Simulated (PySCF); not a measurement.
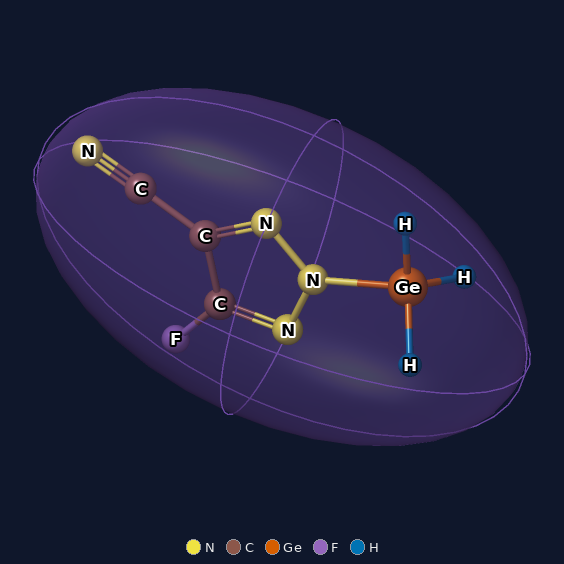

The ellipsoid shows the static dipole polarisability: its half-axes are proportional to the principal values. The geometry was computed by an optimisation with GFN2-xTB. No frequency run is at hand to confirm it as a minimum. Method: CAM-B3LYP/def2-SVPD (PySCF 2.14.0).

> Give the principal values, the mean and the anisotropy.

Principal values 58.6, 79.8, 124.2 bohr³; mean 87.5 bohr³ (12.97 Å³); anisotropy 58.0 bohr³, so the longest axis is 2.12 times the shortest.

The geometry is semi-empirical. Around Ge such bond lengths and angles can be off by a tenth of an ångström or more and by several degrees, and values that hang on the shape move with them.
